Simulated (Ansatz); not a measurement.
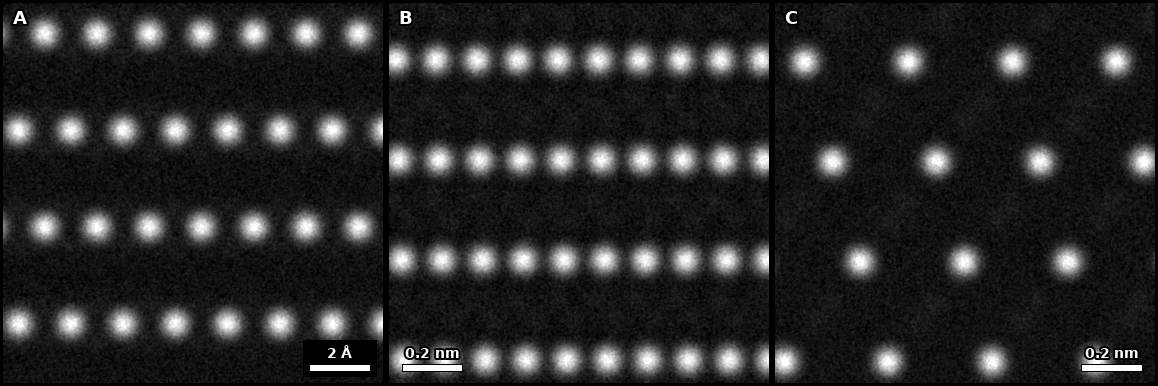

Three views of PbC₂ (I4/mmm, No. 139) along different zone axes. Simulated incoherent Z contrast: every atom adds Z^1.6 spread by a probe of 0.63 Å full width; channelling and multiple scattering are left out. The display is stretched by a gamma of 0.65; percentages refer to the linear signal. Shot noise was added. Structure used: the geometry relaxed with Ansatz 0.2.0, DFT LDA, scalar-relativistic, plane waves, PAW; the starting structure was generated, so it need not be a known form of this composition.

```
CELL_PARAMETERS angstrom
3.99897 0.00000 0.00000
0.00000 3.99897 0.00000
0.00000 0.00000 6.61533
ATOMIC_POSITIONS crystal
Pb 0.00000 0.00000 0.00000
C 0.50000 0.50000 0.09520
C 0.00000 0.00000 0.40480
Pb 0.50000 0.50000 0.50000
C 0.00000 0.00000 0.59520
C 0.50000 0.50000 0.90480
```

Question: Match the panels to the zone axes [111], [210] and [211].

Answer: A is [210]: projected cell 1.79 × 3.43 Å, 105°, plane group c2mm. B is [211]: projected cell 1.39 × 3.42 Å, 92°, plane group p2. C is [111]: projected cell 3.55 × 3.55 Å, 106°, plane group c2mm.
